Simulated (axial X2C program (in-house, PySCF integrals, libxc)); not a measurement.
# SiBe⁻: from the state search to constants

What are the state, bond length, wavenumber and bond energy of SiBe⁻, and what does spin–orbit coupling change?

Method: all-electron X2C, Si dyall-av3z, Be dyall-av3z; program: an in-house X2C program for linear molecules on PySCF integrals.

All values are calculated.

## Step 1: Set-up

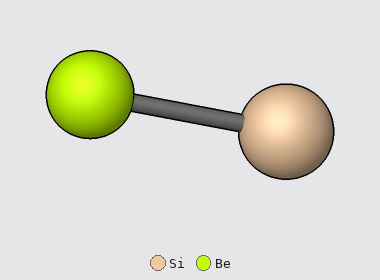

The two atoms at 2.180 Å (silicon light orange, beryllium green).

Contents of task.json:

```json
{"zs": [14, 4], "q": -1, "bas": ["dyall-av3z", "dyall-av3z"], "levels": ["PBE0", "HF", "r2SCAN0"], "cc": true, "r0": 2.18, "thr": -2.0, "nmax": 90, "npts": 10, "nst": 2, "ntry": 6}
```

Keys: zs atomic numbers; q charge; bas basis sets; levels methods (HF also brings MP2); cc coupled cluster on or off; r0 starting distance in Å; thr threshold in hartree for freezing inner shells (an s shell follows its p shell); nmax most natural virtual spinors; npts points asked for on the curve; nst determinants followed; ntry starts of the search.

On the command line:

```console
python so2c.py task.json out
```

Spin-free means the one-electron spin-free X2C Hamiltonian; two-component (2c) means X2C with spin–orbit coupling and atomic mean-field two-electron Coulomb and Gaunt terms. Basis: Si dyall-av3z contracted to [9s8p3d2f], Be dyall-av3z contracted to [9s9p4d2f]; Gaussian nuclei, density fitting. Masses: Si 27.977 u, Be 9.012 u.

Notation: σ, π±, δ± give the projection m of an orbital's angular momentum (0, ±1, ±2), α and β its spin, Λ and M_S the sums; ω is the projection of a spinor's total angular momentum and Ω the sum. Logs are in hartree.

The results follow Hamiltonian by Hamiltonian and level by level.

## Step 2: State search with PBE0

PBE0 moves the distance from 2.180 Å to 2.240 Å and compares determinants there.

Spin-free determinants:

```json
{"ΔE (eV)": "0.00", "state": "M_S = 3/2, Λ = 0", "open shells": "beyond closed shells: σα, π+α, π-α"}
{"ΔE (eV)": "0.13", "state": "M_S = 1/2, Λ = 0", "open shells": "beyond closed shells: σβ, π+α, π-α"}
{"ΔE (eV)": "0.71", "state": "M_S = 1/2, Λ = 0", "open shells": "beyond closed shells: σα, π+β, π-α"}
{"ΔE (eV)": "0.71", "state": "M_S = 1/2, Λ = 2", "open shells": "beyond closed shells: σα, π+α, π+β"}
{"ΔE (eV)": "1.73", "state": "M_S = 1/2, Λ = 1", "open shells": "beyond closed shells: π+α"}
{"ΔE (eV)": "1.80", "state": "M_S = 3/2, Λ = 1", "open shells": "beyond closed shells: 2 × π+α, π-α"}
{"ΔE (eV)": "2.39", "state": "M_S = 3/2, Λ = 2", "open shells": "beyond closed shells: σα, 2 × π+α"}
```

Two-component determinants:

```
ΔE (eV)    state                                  open shells
   0.00  Ω = 3/2                excess of +ω over −ω: ω = 3/2
   0.13  Ω = 1/2  excess of +ω over −ω: 2 × ω = -1/2, ω = 3/2
   0.70  Ω = 1/2                excess of +ω over −ω: ω = 1/2
   0.71  Ω = 5/2   excess of +ω over −ω: 2 × ω = 1/2, ω = 3/2
   0.73  Ω = 1/2                excess of +ω over −ω: ω = 1/2
   1.80  Ω = 5/2  excess of +ω over −ω: ω = -1/2, 2 × ω = 3/2
   2.40  Ω = 7/2   excess of +ω over −ω: ω = 1/2, 2 × ω = 3/2
```

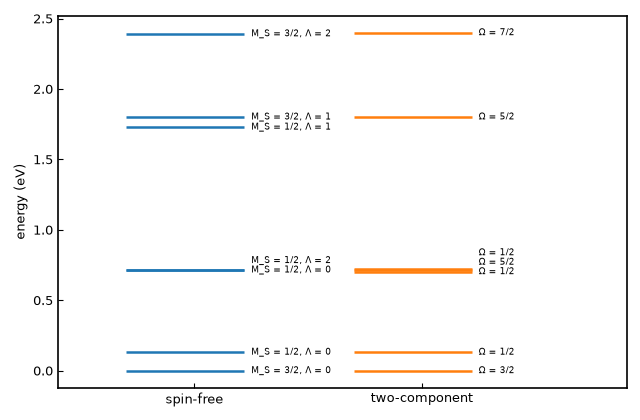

The determinants found, each set from its own lowest.

## Step 3: PBE0, spin-free

State followed: M_S = 3/2, Λ = 0 (beyond closed shells: σα, π+α, π-α). The scan is laid around 2.240 Å, a first estimate of the minimum, and this SCF restarts from the orbitals of the search.

Output at 2.240 Å:

```text
spin-free X2C-1e  PBE0
basis functions 132  fitting functions 634  grid points 4358
iter        total energy     max residual
   1       -304.626389612     4.96e-06
   2       -304.626389614     3.75e-06
   3       -304.626389615     1.88e-06
converged
one-electron -451.05817581  Coulomb 156.93691154  exact exchange -5.80150555  xc functional -17.93305006  nuclear repulsion 13.22943027
```

Along the bond, energies from the lowest point:

```csv
R (Å),E (eV),μ (D),HOMO (eV),LUMO (eV),iterations
1.949,0.2250,-2.15,0.13,2.09,13
2.038,0.0633,-2.17,0.08,2.09,13
2.106,0.0101,-2.18,0.05,2.09,13
2.173,0.0000,-2.21,0.01,2.09,13
2.240,0.0221,-2.24,-0.02,2.09,3
2.318,0.0769,-2.28,-0.05,2.09,13
2.397,0.1524,-2.32,-0.07,2.09,13
2.498,0.2664,-2.38,-0.11,2.10,13
2.621,0.4151,-2.43,-0.14,2.10,14
2.800,0.6248,-2.40,-0.18,2.09,14
```

Dipoles are positive if Be is the positive end and refer to the centre of mass.

Outer orbitals at the reference distance:

| symmetry | occupied | ε (eV) | atomic character |
| --- | --- | --- | --- |
| σα | yes | -7.69 | 61% Si s, 16% Be p, 13% Be s |
| σβ | yes | -5.83 | 61% Si s, 15% Be p, 15% Be s |
| σα | yes | -2.20 | 46% Si p, 36% Be s, 6% Si s |
| σβ | yes | -0.99 | 54% Si p, 29% Be s, 7% Si s |
| π-α | yes | -0.50 | 66% Si p, 24% Be p, 7% Be d |
| π+α | yes | -0.50 | 66% Si p, 24% Be p, 7% Be d |
| σα | yes | -0.02 | 44% Be p, 26% Si p, 19% Be s |
| σα | no | 2.09 | 91% Be p, 8% Be s |
| π-α | no | 2.16 | 97% Be p |
| π+α | no | 2.16 | 97% Be p |
| π-β | no | 2.28 | 75% Be p, 23% Si p |

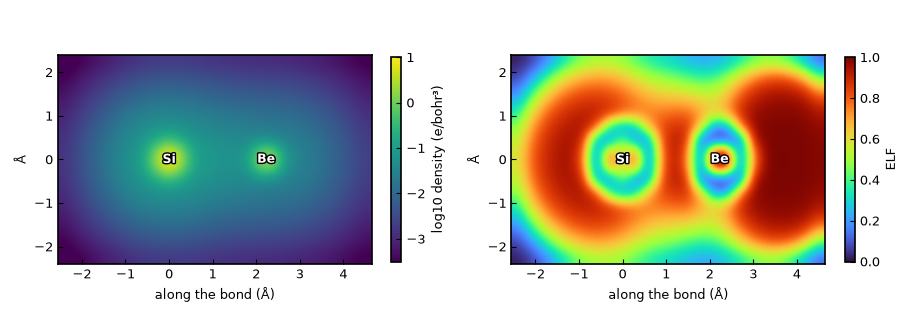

PBE0 fields in a plane through the axis, from a grid of 0.3 Å; Si lies at z = 0 and Be at z = 2.240 Å; the ELF is damped to zero where the density is low.

Re = 2.157 Å, ωe = 551 cm⁻¹, ωexe = 6.01 cm⁻¹, Be = 0.5314 cm⁻¹, De = 1.81 eV, μ = -2.20 D.

## Step 4: HF, spin-free

The SCF at the reference distance of 2.240 Å:

```text
spin-free X2C-1e  HF
basis functions 132  fitting functions 634  grid points 4358
iter        total energy     max residual
   1       -304.097856218     5.73e-02
   2       -304.107326228     3.57e-03
   3       -304.108278647     2.03e-03
   4       -304.108645693     1.23e-03
   5       -304.108810353     6.11e-04
   6       -304.108837479     4.01e-04
   7       -304.108856508     2.53e-04
   8       -304.108864825     1.49e-04
   9       -304.108868760     6.39e-05
  10       -304.108869475     2.36e-05
  11       -304.108869566     9.52e-06
  12       -304.108869574     2.55e-06
  13       -304.108869575     7.95e-07
converged
one-electron -450.98099831  Coulomb 156.89507364  exact exchange -23.25237517  xc functional 0.00000000  nuclear repulsion 13.22943027
```

Re = 2.156 Å, ωe = 546 cm⁻¹, ωexe = 12.8 cm⁻¹, Be = 0.5321 cm⁻¹, De = 1.09 eV, μ = -0.87 D.

## Step 5: r2SCAN0, spin-free

Output at 2.240 Å:

```text
spin-free X2C-1e  r2SCAN0
basis functions 132  fitting functions 634  grid points 4358
iter        total energy     max residual
   1       -304.729904407     1.43e-02
   2       -304.731108024     1.41e-03
   3       -304.731134899     1.35e-03
   4       -304.731177436     4.76e-04
   5       -304.731187231     1.27e-04
   6       -304.731188276     3.43e-05
   7       -304.731188342     1.20e-05
   8       -304.731188351     4.48e-06
   9       -304.731188353     1.48e-06
converged
one-electron -451.11176954  Coulomb 157.00831564  exact exchange -5.80702472  xc functional -18.05013999  nuclear repulsion 13.22943027
```

Re = 2.156 Å, ωe = 556 cm⁻¹, ωexe = 5.88 cm⁻¹, Be = 0.5323 cm⁻¹, De = 1.84 eV, μ = -1.91 D.

## Step 6: MP2 and beyond, spin-free

Correlated methods: 7 electrons correlated (frozen shells, counted by type: Si 2 s, 1 p; Be 1 s), 211 virtual spinors in MP2, 89 natural virtuals in coupled cluster.

Output of the correlated part at 2.240 Å:

```text
correlated 7  virtual 211  natural virtual 89  E(MP2) -0.120796165  MP2 remainder -0.002978789
iter   CCSD correlation   residual
   1     -0.134359855   1.29e-01
   2     -0.141146200   5.85e-02
   3     -0.142364424   2.61e-02
   4     -0.142911232   1.46e-02
   5     -0.143040883   6.40e-03
   6     -0.143066604   2.88e-03
   7     -0.143105241   1.42e-03
   8     -0.143104565   6.76e-04
   9     -0.143105089   2.71e-04
  10     -0.143106243   8.88e-05
  11     -0.143106917   3.30e-05
  12     -0.143107256   1.20e-05
  13     -0.143107363   5.53e-06
  14     -0.143107415   2.67e-06
  15     -0.143107450   1.32e-06
  16     -0.143107474   7.48e-07
  17     -0.143107486   4.36e-07
(T) -0.009590450  T1 0.0503  D1 0.0982  max T2 0.064
```

T1 in the output is the amplitude norm over the root of the electron number; divide by √2 for the Lee–Taylor value.

MP2: Re = 2.163 Å, ωe = 549 cm⁻¹, Be = 0.5285 cm⁻¹, De = 1.49 eV.

CCSD: Re = 2.181 Å, ωe = 503 cm⁻¹, ωexe = 8.15 cm⁻¹, Be = 0.52 cm⁻¹, De = 1.29 eV. T1 at Re = 0.036 (Lee–Taylor, the printed value over √2).

CCSD(T): Re = 2.187 Å, ωe = 512 cm⁻¹, ωexe = 5.7 cm⁻¹, Be = 0.5168 cm⁻¹, De = 1.42 eV. T1 at Re = 0.036 (Lee–Taylor, the printed value over √2).

## Step 7: A higher determinant, spin-free

State: M_S = 1/2, Λ = 0 (beyond closed shells: σβ, π+α, π-α).

Output at the reference distance:

```text
spin-free X2C-1e  PBE0
basis functions 132  fitting functions 634  grid points 4358
iter        total energy     max residual
   1       -304.621581524     1.14e-05
   2       -304.621581533     6.68e-06
   3       -304.621581536     3.17e-06
   4       -304.621581537     1.85e-06
converged
one-electron -451.04024201  Coulomb 156.92182598  exact exchange -5.80107178  xc functional -17.93152400  nuclear repulsion 13.22943027
```

```csv
R (Å),E above the lowest PBE0 point (eV)
1.949,0.367
2.038,0.199
2.106,0.142
2.173,0.130
2.240,0.153
2.318,0.211
2.397,0.293
2.498,0.420
2.621,0.591
```

Re = 2.159 Å, ωe = 564 cm⁻¹, ωexe = 4.75 cm⁻¹, Be = 0.5303 cm⁻¹, μ = -2.25 D. ⟨S²⟩ = 1.77 against 0.75 for a pure state, so this determinant mixes spins. Te = 0.13 eV.

## Step 8: The spin-free curves together

Energy (eV) of the followed determinant, spin-free, from each level's lowest point:

```csv
R (Å),PBE0,HF,MP2,CCSD,CCSD(T),r2SCAN0
1.949,0.225,0.228,0.239,0.256,0.271,0.224
2.038,0.063,0.062,0.070,0.083,0.091,0.062
2.106,0.010,0.009,0.013,0.020,0.024,0.009
2.173,0.000,0.000,0.000,0.000,0.000,0.000
2.240,0.022,0.021,0.020,0.010,0.008,0.023
2.318,0.077,0.070,0.073,0.047,0.045,0.080
2.397,0.152,0.132,0.148,0.102,0.105,0.157
2.498,0.266,0.214,0.262,n/a,n/a,0.274
2.621,0.415,0.310,0.406,n/a,n/a,0.428
2.800,0.625,0.436,0.598,n/a,n/a,0.644
```

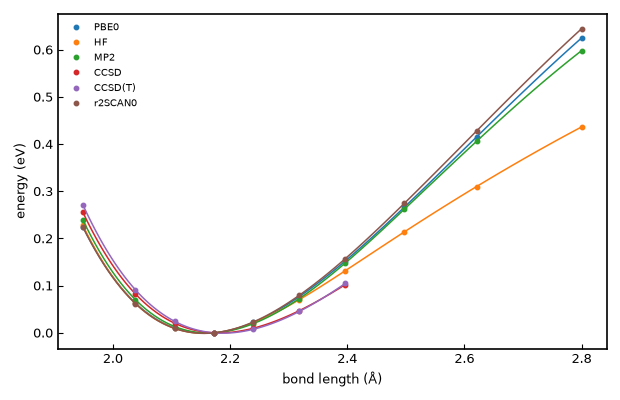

Curves of the followed state, spin-free, each from its own lowest point.

## Step 9: PBE0, 2c

State followed: Ω = 3/2 (excess of +ω over −ω: ω = 3/2). The scan is laid around 2.240 Å, a first estimate of the minimum, and this SCF restarts from the orbitals of the search.

Output at 2.240 Å:

```text
two-component X2C + atomic mean field  PBE0
basis functions 132  fitting functions 634  grid points 4358
iter        total energy     max residual
   1       -304.589175359     1.81e-05
   2       -304.589175381     1.11e-05
   3       -304.589175387     8.26e-06
   4       -304.589175394     3.07e-06
   5       -304.589175395     8.49e-07
converged
one-electron -450.95854861  Coulomb 156.90760547  exact exchange -5.80048799  xc functional -17.92988742  nuclear repulsion 13.22943027  atomic mean-field constant -0.03728712
```

Along the bond, energies from the lowest point:

```csv
R (Å),E (eV),μ (D),HOMO (eV),LUMO (eV),iterations
1.949,0.7561,-0.04,0.51,1.65,20
2.038,0.6932,-0.14,0.53,1.58,25
2.106,0.0101,-2.19,0.05,2.09,14
2.173,0.0000,-2.21,0.01,2.09,13
2.240,0.0221,-2.24,-0.02,2.09,5
2.318,0.0768,-2.28,-0.05,2.10,13
2.397,0.1523,-2.33,-0.07,2.10,13
2.498,0.2663,-2.38,-0.11,2.10,13
2.621,0.4150,-2.43,-0.14,2.10,14
2.800,0.6246,-2.40,-0.18,2.09,14
```

Dipoles are positive if Be is the positive end and refer to the centre of mass.

Outer spinors at the reference distance:

```json
{"ω": "1/2", "occupied": "yes", "ε (eV)": "-7.69", "atomic character": "61% Si s, 16% Be p, 13% Be s", "λ mixture": "100% σ"}
{"ω": "-1/2", "occupied": "yes", "ε (eV)": "-5.84", "atomic character": "61% Si s, 15% Be p, 15% Be s", "λ mixture": "100% σ"}
{"ω": "1/2", "occupied": "yes", "ε (eV)": "-2.20", "atomic character": "46% Si p, 36% Be s, 6% Si s", "λ mixture": "100% σ"}
{"ω": "-1/2", "occupied": "yes", "ε (eV)": "-0.99", "atomic character": "54% Si p, 29% Be s, 7% Si s", "λ mixture": "100% σ"}
{"ω": "-1/2", "occupied": "yes", "ε (eV)": "-0.51", "atomic character": "66% Si p, 24% Be p, 7% Be d", "λ mixture": "100% π"}
{"ω": "3/2", "occupied": "yes", "ε (eV)": "-0.49", "atomic character": "65% Si p, 24% Be p, 7% Be d", "λ mixture": "100% π"}
{"ω": "1/2", "occupied": "yes", "ε (eV)": "-0.02", "atomic character": "44% Be p, 26% Si p, 19% Be s", "λ mixture": "100% σ"}
{"ω": "1/2", "occupied": "no", "ε (eV)": "2.09", "atomic character": "92% Be p, 7% Be s", "λ mixture": "100% σ"}
{"ω": "-1/2", "occupied": "no", "ε (eV)": "2.16", "atomic character": "97% Be p", "λ mixture": "100% π"}
{"ω": "3/2", "occupied": "no", "ε (eV)": "2.16", "atomic character": "97% Be p", "λ mixture": "100% π"}
{"ω": "1/2", "occupied": "no", "ε (eV)": "2.28", "atomic character": "75% Be p, 23% Si p", "λ mixture": "100% π"}
```

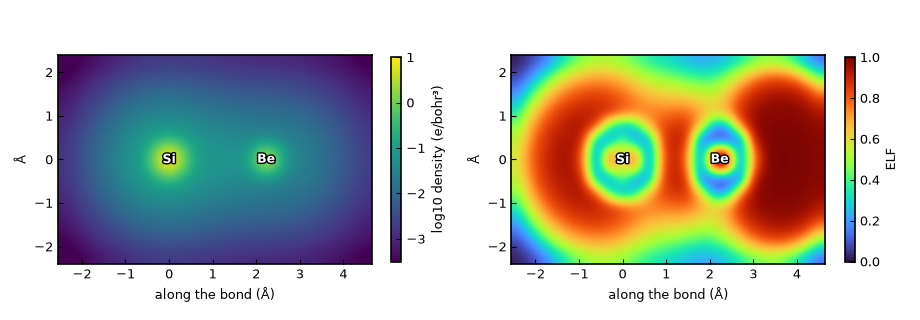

PBE0 fields in a plane through the axis, from a grid of 0.3 Å; Si lies at z = 0 and Be at z = 2.240 Å; the ELF is damped to zero where the density is low.

No constants are quoted: the solution changes its character somewhere along the scan, so the fit is set aside.

## Step 10: HF, 2c

The SCF at the reference distance of 2.240 Å:

```text
two-component X2C + atomic mean field  HF
basis functions 132  fitting functions 634  grid points 4358
iter        total energy     max residual
   1       -304.060751953     5.73e-02
   2       -304.070219493     3.57e-03
   3       -304.071171688     2.03e-03
   4       -304.071538640     1.23e-03
   5       -304.071703224     6.11e-04
   6       -304.071730363     4.01e-04
   7       -304.071749390     2.52e-04
   8       -304.071757695     1.49e-04
   9       -304.071761626     6.48e-05
  10       -304.071762342     2.36e-05
  11       -304.071762434     9.50e-06
  12       -304.071762442     2.52e-06
  13       -304.071762443     1.10e-06
converged
one-electron -450.88119939  Coulomb 156.86557964  exact exchange -23.24828585  xc functional 0.00000000  nuclear repulsion 13.22943027  atomic mean-field constant -0.03728712
```

Re = 2.156 Å, ωe = 546 cm⁻¹, ωexe = 12.8 cm⁻¹, Be = 0.5321 cm⁻¹, De = 1.09 eV, μ = -0.88 D.

## Step 11: r2SCAN0, 2c

The SCF at the reference distance of 2.240 Å:

```text
two-component X2C + atomic mean field  r2SCAN0
basis functions 132  fitting functions 634  grid points 4358
iter        total energy     max residual
   1       -304.692681878     1.43e-02
   2       -304.693885374     1.42e-03
   3       -304.693912278     1.35e-03
   4       -304.693954757     4.77e-04
   5       -304.693964546     1.28e-04
   6       -304.693965591     3.43e-05
   7       -304.693965657     1.19e-05
   8       -304.693965666     4.42e-06
   9       -304.693965668     1.46e-06
converged
one-electron -451.01200870  Coulomb 156.97886537  exact exchange -5.80600414  xc functional -18.04696135  nuclear repulsion 13.22943027  atomic mean-field constant -0.03728712
```

No constants are quoted: the solution changes its character somewhere along the scan, so the fit is set aside.

## Step 12: Correlated methods, 2c

Correlated methods: 7 electrons correlated (frozen shells, counted by type: Si 2 s, 1 p; Be 1 s), 211 virtual spinors in MP2, 90 natural virtuals in coupled cluster.

Output of the correlated part at 2.240 Å:

```text
correlated 7  virtual 211  natural virtual 90  E(MP2) -0.120794251  MP2 remainder -0.002883645
iter   CCSD correlation   residual
   1     -0.134417965   1.29e-01
   2     -0.141188891   5.85e-02
   3     -0.142410947   2.62e-02
   4     -0.142959693   1.46e-02
   5     -0.143089455   6.41e-03
   6     -0.143115176   2.89e-03
   7     -0.143154066   1.42e-03
   8     -0.143153531   6.81e-04
   9     -0.143154018   2.77e-04
  10     -0.143155179   9.73e-05
  11     -0.143155866   4.67e-05
  12     -0.143156237   3.02e-05
  13     -0.143156368   2.38e-05
  14     -0.143156388   1.68e-05
(T) -0.009601018  T1 0.0504  D1 0.0984  max T2 0.064
```

MP2: Re = 2.163 Å, ωe = 549 cm⁻¹, Be = 0.5284 cm⁻¹, De = 1.49 eV.

CCSD: Re = 2.180 Å, ωe = 504 cm⁻¹, ωexe = 8.27 cm⁻¹, Be = 0.5202 cm⁻¹, De = 1.29 eV. T1 at Re = 0.036 (Lee–Taylor, the printed value over √2).

CCSD(T): Re = 2.187 Å, ωe = 512 cm⁻¹, ωexe = 5.35 cm⁻¹, Be = 0.517 cm⁻¹, De = 1.42 eV. T1 at Re = 0.036 (Lee–Taylor, the printed value over √2).

## Step 13: A higher determinant, 2c

State: Ω = 1/2 (excess of +ω over −ω: 2 × ω = -1/2, ω = 3/2).

Output at the reference distance:

```text
two-component X2C + atomic mean field  PBE0
basis functions 132  fitting functions 634  grid points 4358
iter        total energy     max residual
   1       -304.584365469     4.57e-06
   2       -304.584365471     3.63e-06
converged
one-electron -450.94040983  Coulomb 156.89230085  exact exchange -5.80005079  xc functional -17.92834885  nuclear repulsion 13.22943027  atomic mean-field constant -0.03728712
```

```csv
R (Å),E above the lowest PBE0 point (eV)
1.949,0.368
2.038,0.199
2.106,0.142
2.173,0.131
2.240,0.153
2.318,0.211
2.397,0.293
2.498,0.420
2.621,0.591
```

Re = 2.160 Å, ωe = 564 cm⁻¹, ωexe = 4.75 cm⁻¹, Be = 0.5303 cm⁻¹, μ = -2.25 D.

## Step 14: The 2c curves together

Energy (eV) of the followed determinant, 2c, from each level's lowest point:

```csv
R (Å),PBE0 (jumps),HF,MP2,CCSD,CCSD(T),r2SCAN0 (jumps)
1.949,0.756,0.228,0.239,n/a,n/a,0.923
2.038,0.693,0.062,0.071,0.083,0.091,0.062
2.106,0.010,0.009,0.013,0.020,0.024,0.009
2.173,0.000,0.000,0.000,0.000,0.000,0.000
2.240,0.022,0.021,0.020,0.010,0.008,0.023
2.318,0.077,0.070,0.073,0.047,0.046,0.080
2.397,0.152,0.132,0.148,0.103,0.105,0.157
2.498,0.266,0.214,0.262,0.189,0.200,0.274
2.621,0.415,0.310,0.406,n/a,n/a,0.428
2.800,0.625,0.436,0.598,n/a,n/a,0.644
```

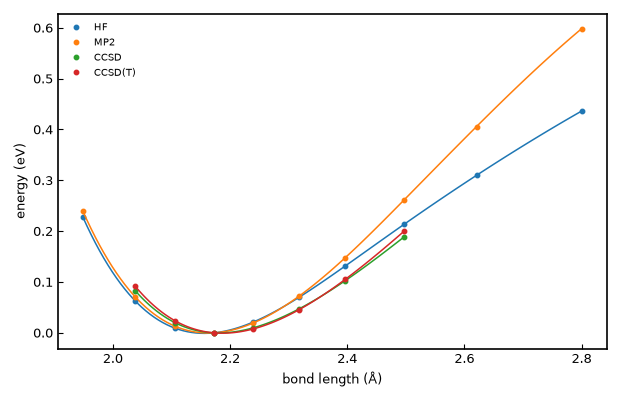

Curves of the followed state, 2c, each from its own lowest point. Left out: PBE0, r2SCAN0.

The whole job took 58 s on 1 thread of AMD EPYC 9R45 (Zen 5), shared host.

## Step 15: What came out

Lowest determinant that the search found at its distance, spin-free: M_S = 3/2, Λ = 0 (beyond closed shells: σα, π+α, π-α).

Lowest determinant that the search found at its distance, 2c: Ω = 3/2 (excess of +ω over −ω: ω = 3/2).

```json
{"Hamiltonian": "spin-free", "level": "PBE0", "Re (Å)": "2.157", "ωe (cm⁻¹)": "551", "De (eV)": "1.81", "μ (D)": "-2.20"}
{"Hamiltonian": "spin-free", "level": "HF", "Re (Å)": "2.156", "ωe (cm⁻¹)": "546", "De (eV)": "1.09", "μ (D)": "-0.87"}
{"Hamiltonian": "spin-free", "level": "MP2", "Re (Å)": "2.163", "ωe (cm⁻¹)": "549", "De (eV)": "1.49", "μ (D)": "n/a"}
{"Hamiltonian": "spin-free", "level": "CCSD", "Re (Å)": "2.181", "ωe (cm⁻¹)": "503", "De (eV)": "1.29", "μ (D)": "n/a"}
{"Hamiltonian": "spin-free", "level": "CCSD(T)", "Re (Å)": "2.187", "ωe (cm⁻¹)": "512", "De (eV)": "1.42", "μ (D)": "n/a"}
{"Hamiltonian": "spin-free", "level": "r2SCAN0", "Re (Å)": "2.156", "ωe (cm⁻¹)": "556", "De (eV)": "1.84", "μ (D)": "-1.91"}
{"Hamiltonian": "2c", "level": "HF", "Re (Å)": "2.156", "ωe (cm⁻¹)": "546", "De (eV)": "1.09", "μ (D)": "-0.88"}
{"Hamiltonian": "2c", "level": "MP2", "Re (Å)": "2.163", "ωe (cm⁻¹)": "549", "De (eV)": "1.49", "μ (D)": "n/a"}
{"Hamiltonian": "2c", "level": "CCSD", "Re (Å)": "2.180", "ωe (cm⁻¹)": "504", "De (eV)": "1.29", "μ (D)": "n/a"}
{"Hamiltonian": "2c", "level": "CCSD(T)", "Re (Å)": "2.187", "ωe (cm⁻¹)": "512", "De (eV)": "1.42", "μ (D)": "n/a"}
```

Dipoles are positive if Be is the positive end and refer to the centre of mass. No constants: 2c PBE0 (the solution changes its character somewhere along the scan, so the fit is set aside); 2c r2SCAN0 (the solution changes its character somewhere along the scan, so the fit is set aside).

Time per point (s) on 1 thread of AMD EPYC 9R45 (Zen 5), shared host (2c runs; CCSD comes with the CCSD(T) run); the times are rough: HF 0.11, MP2 0.14, CCSD(T) 1.7.

In words: At CCSD(T), going from spin-free to two-component changes Re by 0 mÅ, ωe by +0.1 %; the spin-free picture holds up (part of it comes from the scalar share of the two-electron terms). De moves by 0.00 eV; both De rest on single-determinant atoms, which can miss part of an open shell's spin–orbit lowering.

De refers to Si- + Be, each in the lowest determinant found, which need not be this curve's own limit. The state is a single determinant with fixed occupations, the lowest that a limited PBE0 search found. De is counted from the lowest determinant-based energies of the atoms at the same level, without counterpoise correction. Coupled cluster ran in a truncated set of natural virtual spinors; the MP2 energy of the rest was added. The meta-GGAs lack a current-density term, which matters for open shells with orbital currents, atoms included. With several unpaired electrons one determinant need not be a pure state. T1 at Re is 0.036 (Lee–Taylor), above the customary mark of 0.02.
